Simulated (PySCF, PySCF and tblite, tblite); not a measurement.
# C3H11OPSi2: a path driven as pyramidal inversion, and NMR exchange, part 2 of 2

PySCF and tblite. Atoms count from 0. The steps go on from the part before.

## 7. Shieldings, saddle of leg 1: B3LYP/pcSseg-1

What the job is given:

```
{"job": {"kind": "nmr", "xc": "B3LYP", "basis": "pcSseg-1", "pop": false}, "charge": 0, "multiplicity": 1}
C      2.526075    -0.314589     1.136051
O      1.667020     0.588304     0.483325
C      0.545727     0.112151    -0.138437
C      0.185927    -1.167690    -0.234242
Si    -1.352089    -1.799715    -1.090411
Si    -0.371579     1.627413    -0.806510
P     -1.835247     2.042095     0.752253
H      3.319005     0.289363     1.574130
H      2.960029    -1.031232     0.430564
H      2.001919    -0.860135     1.927629
H      0.822877    -1.923193     0.212565
H     -2.535660    -1.018593    -0.730406
H     -1.170096    -1.774658    -2.547769
H     -1.539253    -3.193331    -0.670190
H     -1.062156     1.354132    -2.071763
H      0.577347     2.736883    -0.935753
H     -1.957584     1.334571     1.893417
H     -2.782262     2.998226     0.815550
```

Standard output:

```text
coarse grid: 16040 points
cycle   1  E = -1116.3082779882  dE =  5.933e-01  |g| = 5.806e-01  |ddm| = 3.859e+00
cycle   2  E = -1116.2441277738  dE =  6.415e-02  |g| = 8.282e-01  |ddm| = 1.175e+00
cycle   3  E = -1116.3752878515  dE = -1.312e-01  |g| = 1.302e-01  |ddm| = 7.362e-01
cycle   4  E = -1116.3776484618  dE = -2.361e-03  |g| = 6.383e-02  |ddm| = 1.435e-01
cycle   5  E = -1116.3785706553  dE = -9.222e-04  |g| = 1.827e-02  |ddm| = 7.117e-02
cycle   6  E = -1116.3786495863  dE = -7.893e-05  |g| = 5.914e-03  |ddm| = 2.253e-02
cycle   7  E = -1116.3786581419  dE = -8.556e-06  |g| = 1.405e-03  |ddm| = 6.923e-03
final grid: 139704 points
cycle   8  E = -1116.4327025430  dE = -2.341e-05  |g| = 6.611e-03  |ddm| = 2.494e-02
cycle   9  E = -1116.4326905383  dE =  1.200e-05  |g| = 1.012e-02  |ddm| = 1.304e-02
cycle  10  E = -1116.4327118151  dE = -2.128e-05  |g| = 1.616e-03  |ddm| = 8.265e-03
cycle  11  E = -1116.4327123676  dE = -5.525e-07  |g| = 3.058e-04  |ddm| = 1.666e-03
cycle  12  E = -1116.4327123881  dE = -2.050e-08  |g| = 1.242e-04  |ddm| = 3.783e-04
cycle  13  E = -1116.4327123917  dE = -3.613e-09  |g| = 3.232e-05  |ddm| = 1.162e-04
cycle  14  E = -1116.4327123919  dE = -2.287e-10  |g| = 6.601e-06  |ddm| = 3.455e-05
converged SCF energy = -1116.4327123919

GIAO shielding tensors (ppm)
atom      isotropic    diamagn.    paramagn.     s11        s22        s33       span
  0 C      125.947     244.524    -118.577     92.195    113.390    172.256     80.062
  1 O      166.352     400.509    -234.157     25.221    193.612    280.224    255.003
  2 C        2.956     258.041    -255.084   -105.957     24.578     90.247    196.204
  3 C       82.324     262.492    -180.168    -13.013     82.088    177.899    190.912
  4 Si     421.476     880.658    -459.182    399.377    406.379    458.671     59.294
  5 Si     397.763     880.265    -482.503    366.696    401.602    424.990     58.294
  6 P      637.363     971.606    -334.242    454.674    572.581    884.835    430.162
  7 H       27.666      28.337      -0.671     23.716     26.213     33.069      9.353
  8 H       28.275      29.739      -1.464     25.091     25.705     34.027      8.937
  9 H       28.383      30.954      -2.572     25.434     26.014     33.701      8.266
 10 H       26.960      34.719      -7.760     24.233     26.083     30.562      6.329
 11 H       27.166      30.080      -2.914     22.818     27.818     30.862      8.045
 12 H       27.528      29.490      -1.962     24.229     25.695     32.661      8.431
 13 H       27.782      29.337      -1.555     24.597     25.925     32.823      8.225
 14 H       26.242      29.711      -3.469     23.356     24.512     30.858      7.503
 15 H       26.406      28.936      -2.530     23.293     24.167     31.758      8.465
 16 H       31.165      33.528      -2.363     24.345     29.577     39.573     15.228
 17 H       30.970      30.725       0.245     23.906     27.659     41.345     17.439
```

Run time: 20 s. Hardware: 1 thread of AMD EPYC 9R14, shared host; peak memory 0.83 GiB.

This run: HOMO -5.50 eV, LUMO -0.93 eV; dipole 1.74 D.

## 8. Shieldings, end: B3LYP/pcSseg-1

What the job is given:

```
{"job": {"kind": "nmr", "xc": "B3LYP", "basis": "pcSseg-1", "pop": false}, "charge": 0, "multiplicity": 1}
C      2.596097    -0.326384     1.097648
O      1.689667     0.580877     0.518516
C      0.555138     0.104511    -0.076995
C      0.219905    -1.179732    -0.213801
Si    -1.349395    -1.805611    -1.011984
Si    -0.427463     1.637916    -0.596687
P     -1.685188     2.224666     1.166997
H      3.389469     0.278735     1.533106
H      3.020841    -0.998151     0.344331
H      2.115834    -0.920392     1.882023
H      0.894922    -1.939628     0.163419
H     -2.533576    -1.120575    -0.478563
H     -1.312627    -1.623674    -2.467425
H     -1.460008    -3.237119    -0.713954
H     -1.203982     1.358252    -1.812142
H      0.518379     2.729356    -0.838624
H     -2.568998     1.164302     1.053208
H     -2.511701     3.069779     0.445360
```

Standard output:

```text
coarse grid: 16040 points
cycle   1  E = -1116.3521530217  dE =  4.911e-01  |g| = 5.751e-01  |ddm| = 3.798e+00
cycle   2  E = -1116.2833621929  dE =  6.879e-02  |g| = 8.328e-01  |ddm| = 1.175e+00
cycle   3  E = -1116.4170116047  dE = -1.336e-01  |g| = 1.298e-01  |ddm| = 7.667e-01
cycle   4  E = -1116.4192722926  dE = -2.261e-03  |g| = 6.586e-02  |ddm| = 1.408e-01
cycle   5  E = -1116.4202913267  dE = -1.019e-03  |g| = 1.594e-02  |ddm| = 7.041e-02
cycle   6  E = -1116.4203484548  dE = -5.713e-05  |g| = 6.354e-03  |ddm| = 2.137e-02
cycle   7  E = -1116.4203589183  dE = -1.046e-05  |g| = 1.033e-03  |ddm| = 7.156e-03
cycle   8  E = -1116.4203591744  dE = -2.561e-07  |g| = 2.214e-04  |ddm| = 1.488e-03
final grid: 139704 points
cycle   9  E = -1116.4745527069  dE = -2.530e-05  |g| = 5.937e-03  |ddm| = 2.268e-02
cycle  10  E = -1116.4745450667  dE =  7.640e-06  |g| = 8.667e-03  |ddm| = 1.003e-02
cycle  11  E = -1116.4745596028  dE = -1.454e-05  |g| = 1.662e-03  |ddm| = 6.486e-03
cycle  12  E = -1116.4745602085  dE = -6.057e-07  |g| = 2.493e-04  |ddm| = 1.705e-03
cycle  13  E = -1116.4745602217  dE = -1.321e-08  |g| = 1.104e-04  |ddm| = 3.203e-04
cycle  14  E = -1116.4745602244  dE = -2.777e-09  |g| = 3.345e-05  |ddm| = 1.060e-04
cycle  15  E = -1116.4745602247  dE = -2.528e-10  |g| = 4.739e-06  |ddm| = 3.302e-05
converged SCF energy = -1116.4745602247

GIAO shielding tensors (ppm)
atom      isotropic    diamagn.    paramagn.     s11        s22        s33       span
  0 C      126.221     244.234    -118.012     92.427    113.586    172.651     80.224
  1 O      167.779     400.682    -232.903     26.494    191.456    285.387    258.893
  2 C       -1.565     258.067    -259.633   -112.189     14.973     92.520    204.709
  3 C       87.080     262.367    -175.287     -7.390     90.448    178.181    185.571
  4 Si     422.074     880.882    -458.808    404.009    406.016    456.197     52.188
  5 Si     390.071     882.188    -492.118    368.723    387.703    413.787     45.064
  6 P      603.590     967.627    -364.037    531.942    588.173    690.653    158.711
  7 H       27.678      28.250      -0.572     23.738     26.198     33.097      9.359
  8 H       28.251      29.693      -1.442     25.046     25.652     34.055      9.009
  9 H       28.344      30.588      -2.244     25.342     25.890     33.799      8.458
 10 H       27.103      34.524      -7.421     24.223     26.364     30.723      6.500
 11 H       27.649      30.830      -3.181     23.609     28.076     31.263      7.653
 12 H       27.568      29.885      -2.318     24.295     25.822     32.586      8.291
 13 H       27.763      29.411      -1.648     24.580     25.816     32.894      8.315
 14 H       26.892      31.196      -4.304     23.727     25.781     31.169      7.442
 15 H       27.518      30.184      -2.667     24.159     25.978     32.416      8.256
 16 H       30.580      31.920      -1.340     24.848     28.900     37.993     13.144
 17 H       30.876      29.591       1.284     26.050     26.998     39.579     13.530
```

Run time: 21 s. Hardware: 1 thread of AMD EPYC 9R14, shared host; peak memory 0.82 GiB.

This run: HOMO -6.72 eV, LUMO -0.76 eV; dipole 1.30 D.

## 9. Kinetics and line shapes

What the job is given:

```
{"job": {"smiles": "CO/C(=C/[SiH3])[SiH2]P", "charge": 0, "mult": 1, "motion": "inversion", "what": "phosphorus", "atoms": [6], "drives": [{"terms": [["t", [17, 5, 16, 6], 0.3333333333333333], ["t", [5, 16, 17, 6], 0.3333333333333333], ["t", [16, 17, 5, 6], 0.3333333333333333]], "neg": true, "n": 8}], "study": "path", "level": {"kind": "nmr", "xc": "B3LYP", "basis": "pcSseg-1"}, "fields": [100, 270, 400], "first": 5, "seed": 680, "kind": "path"}, "charge": 0, "multiplicity": 1}
C      2.511947    -0.337042     1.129968
O      1.578347     0.559911     0.579009
C      0.485275     0.063034    -0.081176
C      0.209680    -1.225818    -0.282566
Si    -1.305270    -1.869556    -1.169808
Si    -0.547867     1.562198    -0.604459
P     -2.231659     1.750592     0.867601
H      3.274079     0.277499     1.606510
H      2.974187    -0.955198     0.353422
H      2.045402    -0.986817     1.877739
H      0.898098    -1.975484     0.090928
H     -2.500872    -1.103420    -0.811227
H     -1.105403    -1.814516    -2.624207
H     -1.479744    -3.273282    -0.779264
H     -1.150712     1.366840    -1.926955
H      0.358907     2.714876    -0.625994
H     -1.441203     2.218280     1.904727
H     -2.581951     3.034221     0.484095
```

Standard output:

```text
stationary points (kcal/mol above the start)
  n  kind          group   xTB      DFT    lowest mode
  0  minimum      C1       0.00     0.00      31.0
  1  saddle       C1      24.65    25.99    -767.9
  2  minimum      C1       0.07    -0.17      28.4

GFN2-xTB energies: T/K, barrier G, reaction G (kcal/mol), k forward, k back (1/s)
 150.00    23.82     0.06   6.08e-23    7.5e-23
 200.00    23.80     0.06   4.06e-14   4.68e-14
 250.00    23.78     0.05   8.54e-09   9.42e-09
 298.15    23.75     0.04   2.43e-05   2.61e-05
 350.00    23.72     0.04     0.0113     0.0119
 400.00    23.69     0.03      0.946      0.981
 500.00    23.65     0.02        479        486

B3LYP/pcSseg-1 + D3(BJ) energies: T/K, barrier G, reaction G (kcal/mol), k forward, k back (1/s)
 150.00    25.16    -0.18   6.81e-25   3.68e-25
 200.00    25.14    -0.19    1.4e-15   8.66e-16
 250.00    25.12    -0.20   5.77e-10   3.87e-10
 298.15    25.09    -0.20   2.53e-06   1.79e-06
 350.00    25.06    -0.21    0.00165    0.00121
 400.00    25.03    -0.22      0.176      0.134
 500.00    24.99    -0.23        125       98.6
```

It took 86 s on 1 thread of AMD EPYC 9R14, shared host; peak memory 1 GiB. This counts the whole study up to here.

Barriers by level (kcal/mol; entropies in cal/(mol K)). Zero-point and thermal terms come from xTB in every row. ΔG‡ leaves symmetry out; the rate counts one path; effective ΔG‡, where given, is the barrier that would give that rate by Eyring's equation alone:

```tsv
level	ΔE‡	with zero-point	ΔH‡	ΔS‡	ΔG‡ (298 K)	ΔE of reaction	k at 298 K (1/s)	effective ΔG‡
GFN2-xTB	24.65	23.82	23.88	0.4	23.75	0.07	2.4e-05	23.75
B3LYP/pcSseg-1 + D3(BJ)	25.99	25.16	25.22	0.4	25.09	-0.17	2.5e-06	25.09
```

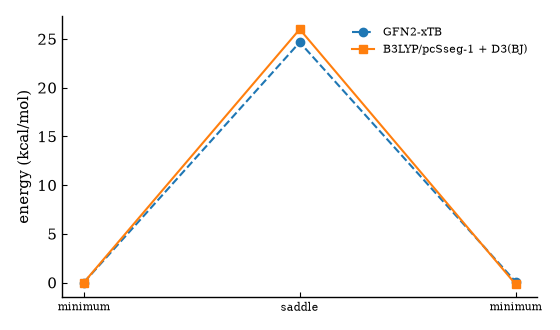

The xTB stationary points, at both levels.

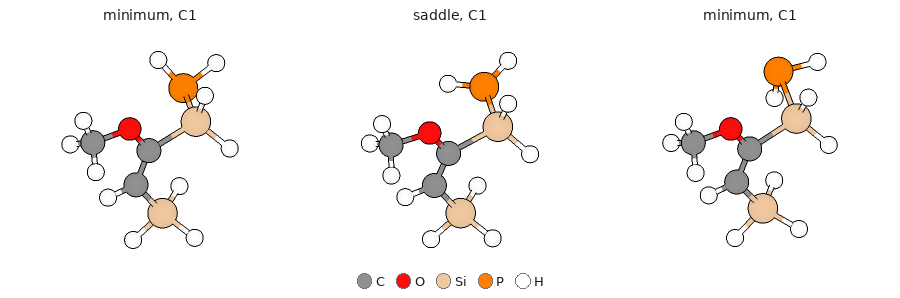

The stationary points in order.

Sites that the driver pairs across this motion, and where their lines would merge (no couplings; faster rotations, inversion at nitrogen or exchange between molecules can average them sooner):

```tsv
nucleus	sites: shielding (ppm)	proton frequency (MHz)	spread (Hz)	coalescence (K)	lines at 298 K
31P	P6: 601.6; P6 (end): 603.6	400	323	533	–
13C	C3: 85.2; C3 (end): 87.1	400	192	522	–
1H	H15: 27.09; H15 (end): 27.52	400	171	520	–
13C	C2: 0.1; C2 (end): -1.6	400	163	519	–
29Si	Si5: 388.1; Si5 (end): 390.1	400	160	519	–
1H	H14: 27.29; H14 (end): 26.89	400	157	518	–
17O	O1: 169.0; O1 (end): 167.8	400	65	501	–
1H	H16: 30.70; H16 (end): 30.58	400	46	494	–
```

Rows that set an atom against itself at the end compare its shielding in the two forms.

Lines of quadrupolar nuclei are broad, so their coalescence could hardly be seen.

## 10. Summary of results

The summary covers parts 1 to 2.

| quantity | value |
| --- | --- |
| barrier (B3LYP/pcSseg-1 + D3(BJ)) | ΔE‡ 26.0, ΔG‡(298 K) 25.1 kcal/mol |
| barrier (GFN2-xTB) | ΔE‡ 24.6 kcal/mol |
| rate at 298 K | 2.5e-06 s⁻¹ |
| end of the path | -0.2 kcal/mol from the start |

In words: DFT puts the top 26.0 kcal/mol above the start (xTB: 24.6); the rate from the DFT barrier is 2.5e-06 s⁻¹ at 298 K. An error of 1.4 kcal/mol changes that rate tenfold. The moving atom is hydrogen and the barrier is narrow, so tunnelling, which is left out, should speed the exchange; where the hydrogen sits on N or O, transfer between molecules can outrun this path altogether.
